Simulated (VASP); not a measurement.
Shape and ions are relaxed at each volume.

Energy against volume of ZnS (wurtzite). All values below come from PBE GGA with D4 dispersion, VASP's PBE PAW potentials (set 64) (plane waves; VASP).

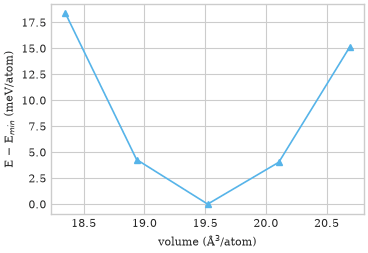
Energy against volume

Problem. Estimate the equilibrium volume and the bulk modulus.

Solution. The minimum lies near 19.5 Å³/atom, and the curvature gives B0 of about 76 GPa.

Measured: bulk modulus 80.0 GPa (computed value off by -5.2 %), as given by Isothermal phase behavior of Ag3SbS3, ZnGeP2, and ZnS (abstract). The calculation is for a static lattice, while the measured bulk modulus holds thermal and zero-point effects, which are part of the difference.

The compound is ZnS in the wurtzite structure, the high-temperature form. It was relaxed first.
